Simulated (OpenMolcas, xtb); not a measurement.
AlClF (SMILES [F][Al][Cl]): methods side by side

AlClF has 3 atoms, charge 0, and is taken as a doublet. As SMILES, `[F][Al][Cl]`. The shape comes from GFN2-xTB, which is rough for such elements, and wasn't checked as a minimum.

```xyz
3

F    -1.1021    1.1225   -0.4893
Al   -0.3350   -0.3286   -0.2168
Cl    1.4371   -0.7940    0.7060
```

Each level gives the vertical ionisation energy (to the singlet cation) (eV). The values are calculated.

| level | kind | program | value (eV) | less FCI/STO-3G |
| --- | --- | --- | --- | --- |
| GFN2-xTB | semi-empirical | xtb | 13.53 | +9.23 |
| UHF/STO-3G | Hartree–Fock | OpenMolcas | 5.15 | +0.85 |
| USVWN5/STO-3G | LDA | OpenMolcas | 5.15 | +0.85 |
| UPBE/STO-3G | GGA | OpenMolcas | 5.13 | +0.83 |
| U-r2SCAN/STO-3G | meta-GGA | OpenMolcas | 5.34 | +1.04 |
| UPBE0/STO-3G | global hybrid | OpenMolcas | 5.41 | +1.11 |
| FCI/STO-3G | exact in the basis | OpenMolcas | 4.30 | 0.00 |

FCI/STO-3G is exact within its basis and frozen core, so for wave-function methods in that basis the difference is their error; functionals converge differently with the basis, so for them it is only a difference. The values span 4.30 to 13.53 eV. The xTB values lack the empirical shift that such differences need. All rows use very small basis sets, so even the best lies far from the true value.

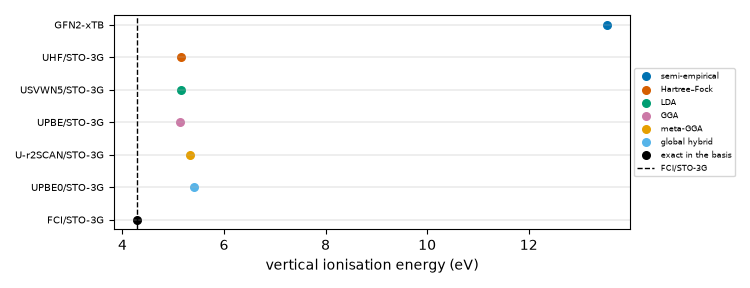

The values of the table, level by level.
